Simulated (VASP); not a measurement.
Band structure of HgTe (zinc blende). Computed with PBEsol GGA, VASP's PBE PAW potentials (set 64) (plane waves; VASP 6.6.1).

Unless said otherwise, spin-orbit coupling is left out, though it shifts the bands of the heavy elements here.

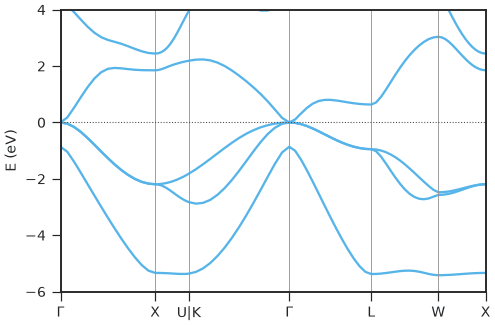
Figure. Bands along high-symmetry lines, zero at the valence-band maximum or, without a gap, the Fermi level

### Question
Read the plot: is there a gap, and where are the band edges?

### Answer
It has no gap at this level: it comes out as a metal or semimetal. (Edges off the drawn lines would not show.)

The compound is HgTe in the zinc blende structure. It was relaxed first.
